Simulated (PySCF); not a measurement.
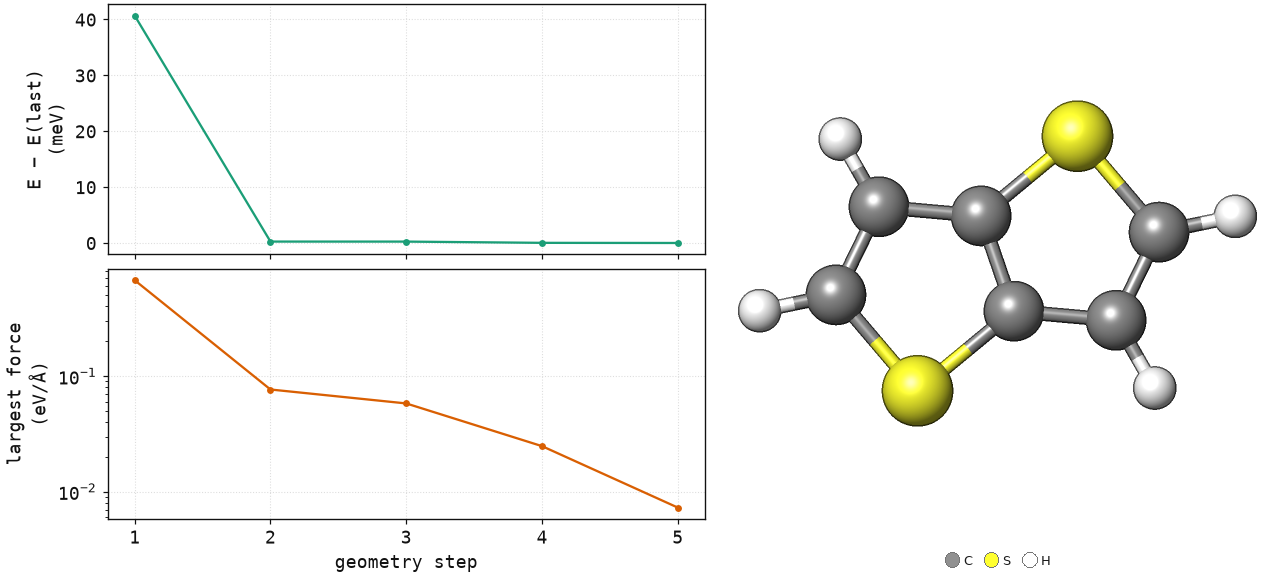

Beside the plot: the molecule at the start.

History of a geometry optimisation.

TT (SMILES c1cc2sccc2s1); PBE0-D3(BJ)/def2-SVP, geometry optimisation in PySCF 2.14.0, density fitting.

How did it end, and what did it gain?

The optimisation met its thresholds at geometry 5, counting the start as the first. The energy fell by about 41 meV from the first step to the last. The largest force goes from about 0.67 eV/Å at the start to 7 × 10⁻³ eV/Å at the end.
